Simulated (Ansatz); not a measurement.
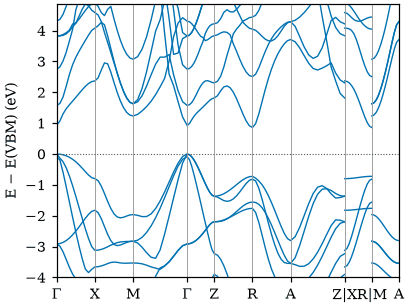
Fig. 1. Band structure from plane-wave PAW r²SCAN (Ansatz code)

### Question
Read off the gap and where the band edges lie.

### Answer
About 0.9 eV (0.86 eV by a search for the band edges); maximum at Γ, minimum at R.

### Question
Which of these materials gives this?
(A) BaCdAsF, P4/nmm (Ba on 2c, Cd on 2b, As on 2c, F on 2a)
(B) ZnSnP2, P-4m2 (Zn on 1a, Sn on 1c, P on 2g)
(C) SnO2, rutile
(D) CoBiO3, P4mm (Co on 1b, Bi on 1a, O on 2c, O on 1b)

### Answer
B, ZnSnP2, P-4m2 (Zn on 1a, Sn on 1c, P on 2g)

The first step of the workflow began from a Materials Project structure, measured or hypothetical; the Crystallography Open Database copy checked does not list it. Its standing as an ambient phase is unchecked. The cell was relaxed with r²SCAN under the symmetry of its start; its stability against distortions is not shown here. Scalar-relativistic: spin–orbit coupling is off unless named, which matters more the heavier the elements.

Potentials: the later of the program's two PAW sets.
